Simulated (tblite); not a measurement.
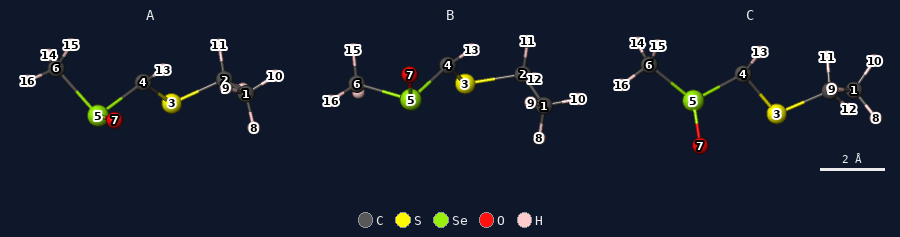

3 geometries from one relaxation of C4H9OSSe (multiplicity 2), in shuffled order. Style: ball-and-stick. Shown at a tilt.

Theory: GFN2-xTB geometry optimisation, gas phase (tblite). 

Question: Put them in the order of the run, from the start to the converged end.

Answer: C, A, B. They are steps 0, 70, 157, at +43.2 kcal/mol, +2.13 kcal/mol relative to the last. O7 moves most after the best rigid fit: 2.77 Å. Largest moves by element: O 2.77 Å, H 1.85 Å, Se 1.13 Å, S 1.02 Å, C 0.84 Å. Near-neighbour distances that change, for instance: Se5–C6 1.892 → 1.973 Å, S3–C4 1.794 → 1.718 Å, C1–H10 1.130 → 1.088 Å, C6–H14 1.123 → 1.085 Å. Among the angles between lasting bonds that change: C4–Se5–C6 117.5° → 97.1°, C4–Se5–O7 116.4° → 103.4°, C6–Se5–O7 116.9° → 104.3°. Groups turn about S3–C4 by about 35°, C1–C2 by about 30°. Over 157 geometry steps the energy falls by 43.2 kcal/mol.
